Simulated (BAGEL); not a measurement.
# CH6B2O (SMILES BB(C)O), step by step

We compute a single-point energy (HF/6-31G*), then a single-point energy (NEVPT2(2,2)/6-31G*), then the energy (CASPT2(2,2)/6-31G*) of CH6B2O. 

Program for the calculation: BAGEL 1.2.2.

1 further run of the same task is left out (set aside as unsound or not needed).

### 1 The structure to begin with

CH6B2O has 10 atoms, charge 0, and is taken as a singlet. SMILES: `BB(C)O`. The B1–B2 distance was set to 2.690 Å, away from the relaxed value. At this shape a bond of the SMILES string is far longer than usual.

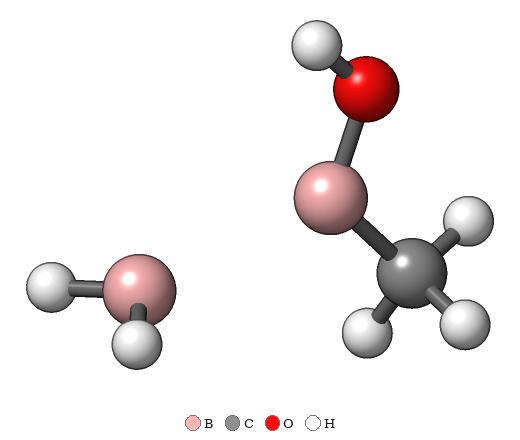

Viewed from a chosen angle; boron pink, carbon grey, oxygen red, hydrogen white.

### 2 The energy at HF/6-31G(d) (density fitting with svp-jkfit, spherical functions) (run 1)

File job.json:

```json
{ "bagel": [

{
  "title": "molecule",
  "basis": "6-31gs.json",
  "df_basis": "svp-jkfit",
  "geometry": [
    { "atom": "B", "xyz": [    -3.82766861,     2.44787374,    -1.57370345 ] },
    { "atom": "B", "xyz": [     0.54688674,     0.08673843,    -0.51211578 ] },
    { "atom": "C", "xyz": [     0.71299367,    -1.57735440,     1.95057531 ] },
    { "atom": "O", "xyz": [     2.70722165,     0.22260974,    -1.92355222 ] },
    { "atom": "H", "xyz": [    -5.43960500,     1.47523171,    -2.84000892 ] },
    { "atom": "H", "xyz": [    -4.36246110,     4.47384912,    -0.70461840 ] },
    { "atom": "H", "xyz": [    -1.03273533,    -2.59081452,     2.39220430 ] },
    { "atom": "H", "xyz": [     2.26842724,    -2.93379981,     1.84380578 ] },
    { "atom": "H", "xyz": [     1.08224615,    -0.32975721,     3.56534628 ] },
    { "atom": "H", "xyz": [     2.58004308,     1.28463582,    -3.38695613 ] }
  ]
},

{
  "title": "hf"
},

{
  "title": "print",
  "file": "orbitals.molden",
  "orbitals": true
}

]}
```

The basis set 6-31G* is read from a file made from the Basis Set Exchange's data (not shown).

The run is started by

```console
BAGEL_NUM_THREADS=1 BAGEL job.json > job.out
```

Output:

```text
* using 1 threads per process

  ===============================================================
  ===============================================================

  *** Geometry ***

  { "atom" : "B", "xyz" : [     -3.827669,      2.447874,     -1.573703 ] },
  { "atom" : "B", "xyz" : [      0.546887,      0.086738,     -0.512116 ] },
  { "atom" : "C", "xyz" : [      0.712994,     -1.577354,      1.950575 ] },
  { "atom" : "O", "xyz" : [      2.707222,      0.222610,     -1.923552 ] },
  { "atom" : "H", "xyz" : [     -5.439605,      1.475232,     -2.840009 ] },
  { "atom" : "H", "xyz" : [     -4.362461,      4.473849,     -0.704618 ] },
  { "atom" : "H", "xyz" : [     -1.032735,     -2.590815,      2.392204 ] },
  { "atom" : "H", "xyz" : [      2.268427,     -2.933800,      1.843806 ] },
  { "atom" : "H", "xyz" : [      1.082246,     -0.329757,      3.565346 ] },
  { "atom" : "H", "xyz" : [      2.580043,      1.284636,     -3.386956 ] },

  Number of auxiliary basis functions:      410

  Since a DF basis is specified, we compute 2- and 3-index integrals:
    o Being stored without compression. Storage requirement is 0.015 GB

  Number of basis functions:       68
  Number of electrons      :       30

    * METHOD: MOLECULE                             0.15

  *** RHF ***

  === Nuclear Repulsion ===
    88.4214219592

      * DIIS with orbital gradients will be used.

  === RHF iteration (6-31gs.json) ===
      0       -165.29922474          0.02298582           0.03
      1       -165.43880531          0.01388884           0.03
      2       -165.49838004          0.00235264           0.03
      3       -165.50120097          0.00062725           0.03
      4       -165.50137990          0.00012370           0.03
      5       -165.50139078          0.00001953           0.03
      6       -165.50139110          0.00000465           0.03
      7       -165.50139112          0.00000186           0.03
      8       -165.50139112          0.00000085           0.03
      9       -165.50139112          0.00000039           0.03
     10       -165.50139112          0.00000018           0.03
     11       -165.50139112          0.00000007           0.03
     12       -165.50139112          0.00000003           0.03
     13       -165.50139112          0.00000001           0.03
    * SCF iteration converged.

    * Permanent dipole moment:
           (   -0.069657,    -0.178202,     0.250146) a.u.

    * METHOD: HF                                   0.47

    * METHOD: PRINT                                0.01

  ===============================================================
```

Run time: 0.76 s. Hardware: 1 thread of Arm Neoverse V1, shared host; peak memory 0.15 GiB.

### 3 The energy at NEVPT2(2,2)/6-31G(d) (density fitting with svp-jkfit, spherical functions) (run 2)

File input.json:

```json
{ "bagel" : [

{
  "title" : "molecule",
  "basis" : "6-31gs.json",
  "df_basis" : "svp-jkfit",
  "geometry" : [
    { "atom" : "B", "xyz" : [ -3.82766861,  2.44787374, -1.57370345 ] },
    { "atom" : "B", "xyz" : [  0.54688674,  0.08673843, -0.51211578 ] },
    { "atom" : "C", "xyz" : [  0.71299367, -1.57735440,  1.95057531 ] },
    { "atom" : "O", "xyz" : [  2.70722165,  0.22260974, -1.92355222 ] },
    { "atom" : "H", "xyz" : [ -5.43960500,  1.47523171, -2.84000892 ] },
    { "atom" : "H", "xyz" : [ -4.36246110,  4.47384912, -0.70461840 ] },
    { "atom" : "H", "xyz" : [ -1.03273533, -2.59081452,  2.39220430 ] },
    { "atom" : "H", "xyz" : [  2.26842724, -2.93379981,  1.84380578 ] },
    { "atom" : "H", "xyz" : [  1.08224615, -0.32975721,  3.56534628 ] },
    { "atom" : "H", "xyz" : [  2.58004308,  1.28463582, -3.38695613 ] }
  ]
},
{ "title" : "hf" },
{ "title" : "casscf", "nstate" : 1, "nact" : 2, "nclosed" : 14, "active" : [15, 17], "maxiter" : 200, "natocc" : true },
{ "title" : "nevpt2", "nstate" : 1, "nact" : 2, "nclosed" : 14, "active" : [15, 17], "maxiter" : 200, "natocc" : true, "ncore" : 4 },
{ "title" : "print", "file" : "orbitals.molden", "orbitals" : true }

]}
```

The basis set 6-31G* is read from a file made from the Basis Set Exchange's data (not shown).

The run is started by

```console
BAGEL_NUM_THREADS=1 BAGEL input.json > input.out
```

Output:

```text
* using 1 threads per process

  ===============================================================
  ===============================================================

  *** Geometry ***

  { "atom" : "B", "xyz" : [     -3.827669,      2.447874,     -1.573703 ] },
  { "atom" : "B", "xyz" : [      0.546887,      0.086738,     -0.512116 ] },
  { "atom" : "C", "xyz" : [      0.712994,     -1.577354,      1.950575 ] },
[... 6 lines of this table left out ...]
  { "atom" : "H", "xyz" : [      2.580043,      1.284636,     -3.386956 ] },

  Number of auxiliary basis functions:      410

  Since a DF basis is specified, we compute 2- and 3-index integrals:
    o Being stored without compression. Storage requirement is 0.015 GB

  Number of basis functions:       68
  Number of electrons      :       30

    * METHOD: MOLECULE                             0.15

  *** RHF ***

  === Nuclear Repulsion ===
    88.4214219592

      * DIIS with orbital gradients will be used.

  === RHF iteration (6-31gs.json) ===
      0       -165.29922474          0.02298582           0.03
      1       -165.43880531          0.01388884           0.03
      2       -165.49838004          0.00235264           0.03
[... 10 lines of this table left out ...]
     13       -165.50139112          0.00000001           0.03
    * SCF iteration converged.

    * Permanent dipole moment:
           (   -0.069657,    -0.178202,     0.250146) a.u.

    * METHOD: HF                                   0.47

  ---------------------------
      CASSCF calculation
  ---------------------------

    ==== Active orbitals : =====
         Orbital 15
         Orbital 17
    ============================

    * nstate   :      1
    * nclosed  :     14
    * nact     :      2
    * nvirt    :     52
  === CASSCF iteration (6-31gs.json) ===

    * Using the second-order algorithm

      0  0      -165.52083038     2.70e-03      0.01

      1  0      -165.53452159     8.27e-04      0.13
[... 15 lines of this table left out ...]
      9  0      -165.53537768     9.89e-09      0.12

    * Second-order optimization converged. *

     guess   0:   closed 1.                   open ..

  === FCI iteration ===

      0  0      -165.49931752     6.84e-02      0.00
      1  0      -165.53525093     3.55e-03      0.00
      2  0 *    -165.53537768     4.01e-16      0.00

     * ci vector, state   0, <S^2> = 0.0000
       2.     0.9669229487
       .2    -0.2550686405

    * METHOD: CASSCF                               1.33

    * freezing 4 orbitals

  === DF-NEVPT2 calculation ===

    * 3-index integral transformation done
    * assembly done

      NEVPT2 correlation energy:   -0.4263600036      0.11

          (+0)     -0.3757920477
          (+0)'    -0.0105925060
          (+1)     -0.0113171181
          (+1)'    -0.0000000000
          (+2)     -0.0002995952
          (-1)     -0.0250828294
          (-1)'     0.0000000000
          (-2)     -0.0032759073

      NEVPT2 total energy:       -165.9617376822

    * METHOD: NEVPT2                               0.17

    * METHOD: PRINT                                0.01

  ===============================================================
```

Wall time 2.2 s (1 thread of Arm Neoverse V1, shared host); peak memory 0.15 GiB.

### 4 A single-point energy at CASPT2(2,2)/6-31G(d) (density fitting with svp-jkfit, spherical functions) (run 3)

File caspt2.json:

```json
{ "bagel" : [

{
  "title" : "molecule",
  "basis" : "6-31gs.json",
  "df_basis" : "svp-jkfit",
  "geometry" : [
    { "atom" : "B", "xyz" : [    -3.82766861,     2.44787374,    -1.57370345 ] },
    { "atom" : "B", "xyz" : [     0.54688674,     0.08673843,    -0.51211578 ] },
    { "atom" : "C", "xyz" : [     0.71299367,    -1.57735440,     1.95057531 ] },
    { "atom" : "O", "xyz" : [     2.70722165,     0.22260974,    -1.92355222 ] },
    { "atom" : "H", "xyz" : [    -5.43960500,     1.47523171,    -2.84000892 ] },
    { "atom" : "H", "xyz" : [    -4.36246110,     4.47384912,    -0.70461840 ] },
    { "atom" : "H", "xyz" : [    -1.03273533,    -2.59081452,     2.39220430 ] },
    { "atom" : "H", "xyz" : [     2.26842724,    -2.93379981,     1.84380578 ] },
    { "atom" : "H", "xyz" : [     1.08224615,    -0.32975721,     3.56534628 ] },
    { "atom" : "H", "xyz" : [     2.58004308,     1.28463582,    -3.38695613 ] }
  ]
},

{
  "title" : "hf"
},

{
  "title" : "casscf",
  "nstate" : 1,
  "nact" : 2,
  "nclosed" : 14,
  "active" : [15, 17],
  "maxiter" : 200,
  "natocc" : true
},

{
  "title" : "print",
  "file" : "orbitals.molden",
  "orbitals" : true
},

{
  "title" : "smith",
  "method" : "caspt2",
  "ms" : true,
  "xms" : true,
  "sssr" : true,
  "shift" : 0.2,
  "shift_imag" : true,
  "ncore" : 4
}

]}
```

The basis set 6-31G* is read from a file made from the Basis Set Exchange's data (not shown).

The run is started by

```console
BAGEL_NUM_THREADS=1 BAGEL caspt2.json > caspt2.out
```

Output:

```text
* using 1 threads per process

  ===============================================================
  ===============================================================

  *** Geometry ***

  { "atom" : "B", "xyz" : [     -3.827669,      2.447874,     -1.573703 ] },
  { "atom" : "B", "xyz" : [      0.546887,      0.086738,     -0.512116 ] },
  { "atom" : "C", "xyz" : [      0.712994,     -1.577354,      1.950575 ] },
[... 6 lines of this table left out ...]
  { "atom" : "H", "xyz" : [      2.580043,      1.284636,     -3.386956 ] },

  Number of auxiliary basis functions:      410

  Since a DF basis is specified, we compute 2- and 3-index integrals:
    o Being stored without compression. Storage requirement is 0.015 GB

  Number of basis functions:       68
  Number of electrons      :       30

    * METHOD: MOLECULE                             0.15

  *** RHF ***

  === Nuclear Repulsion ===
    88.4214219592

      * DIIS with orbital gradients will be used.

[... 6 lines left out ...]
    * SCF iteration converged.
[... 1 line left out ...]
    * Permanent dipole moment:
[... 27 lines left out ...]
    * Second-order optimization converged. *
[... 9 lines left out ...]
     * ci vector, state   0, <S^2> = 0.0000
[... 16 lines left out ...]
    * Zeroth order energy : state  0       -0.5419043998

    * CASPT2 iteration is performed using orthogonal basis

      -------------------------------------------  CASPT2 iteration  ---------------------------------------------------
       #      aibj      arbs      arbi      airj      risj      airs      arst      rist         Etot      error   time
      ------------------------------------------------------------------------------------------------------------------

       0  -0.37484  -0.00428  -0.02600  -0.01219  -0.00044  -0.00982  -0.00000  -0.00000   -0.4275732  0.0008841   0.05
       1  -0.37492  -0.00431  -0.02605  -0.01226  -0.00046  -0.00991  -0.00000  -0.00000   -0.4279046  0.0000974   0.04
       2  -0.37492  -0.00431  -0.02605  -0.01226  -0.00046  -0.00991  -0.00000  -0.00000   -0.4279090  0.0000135   0.04
       3  -0.37492  -0.00431  -0.02605  -0.01226  -0.00046  -0.00992  -0.00000  -0.00000   -0.4279090  0.0000021   0.04
       4  -0.37492  -0.00431  -0.02605  -0.01226  -0.00046  -0.00992  -0.00000  -0.00000   -0.4279090  0.0000003   0.05

      ------------------------------------------------------------------------------------------------------------------

    * CASPT2 energy : state  0     -165.9654890044
        w/o shift correction       -165.9632867198
        reference weight              0.8762021004

    * METHOD: SMITH                                0.34

  ===============================================================
```

Wall time 2.5 s (1 thread of Arm Neoverse V1, shared host); peak memory 0.15 GiB.

### 5 Outcome

```
                               quantity          value
         run 1, HF/6-31G*: total energy  -165.50139 Eh
        run 1, HF/6-31G*: dipole moment         0.80 D
          run 1, HF/6-31G*: HOMO energy       -8.17 eV
          run 1, HF/6-31G*: LUMO energy        2.54 eV
        run 1, HF/6-31G*: HOMO–LUMO gap       10.71 eV
run 2, NEVPT2(2,2)/6-31G*: total energy  -165.96174 Eh
run 3, CASPT2(2,2)/6-31G*: total energy  -165.96549 Eh
```
